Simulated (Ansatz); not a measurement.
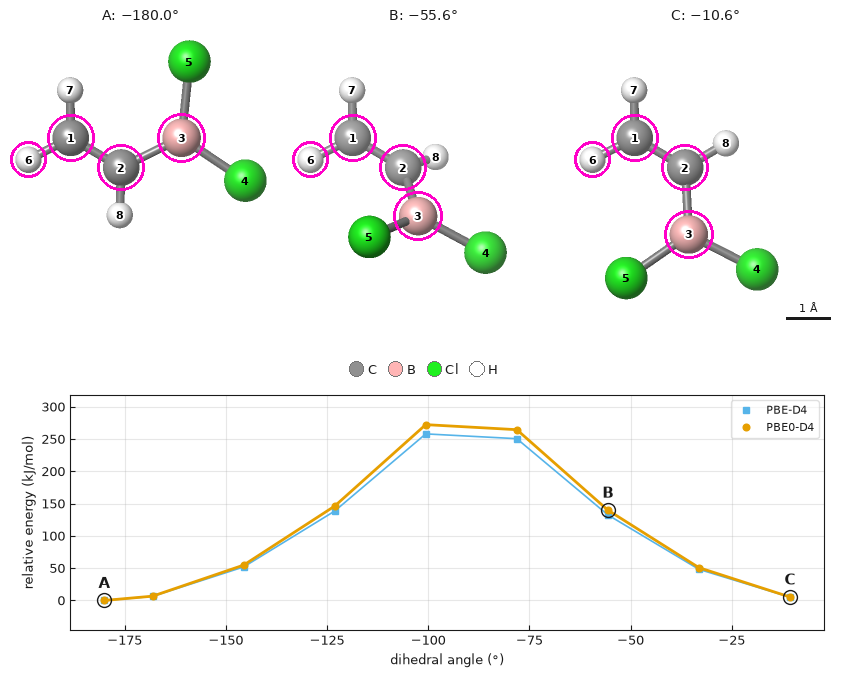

Energy scan for C$_{2}$H$_{3}$BCl$_{2}$, in which the H6–C1–C2–B3 dihedral angle is varied, with the rest of the molecule carried along rigidly. The lettered frames are marked on the plot, at the values of PBE0-D4. A ball-and-stick model, seen face on. The ringed atoms are those of the scanned coordinate.

Computed with Ansatz: PBE0-D4, PBE-D4, basis def2-TZVPP, on geometries moved rigidly from the minimum at PBE0-D4/def2-TZVP. Energies are counted from the PBE0-D4/def2-TZVP minimum geometry at the same level.

> Describe the profile.

With PBE0-D4: of the computed points the lowest is at the dihedral −180.0°, 0.0 kJ/mol. A local maximum lies at −100.6° (272.3 kJ/mol). The highest point, at −100.6°, lies 272.3 kJ/mol above the lowest and gives an upper estimate of the barrier to rotation, since the rotor is rigid. At −100.6° the levels give PBE-D4 258.0 kJ/mol, PBE0-D4 272.3 kJ/mol.

The computed points:

Energies in kJ/mol.

```tsv
dihedral angle (°)	PBE0-D4	PBE-D4
−180.0	0.0	0.0
−168.1	6.6	6.3
−145.6	54.7	51.9
−123.1	146.2	138.4
−100.6	272.3	258.0
−78.1	264.5	250.6
−55.6	139.9	132.5
−33.1	50.8	48.2
−10.6	5.3	5.1
```
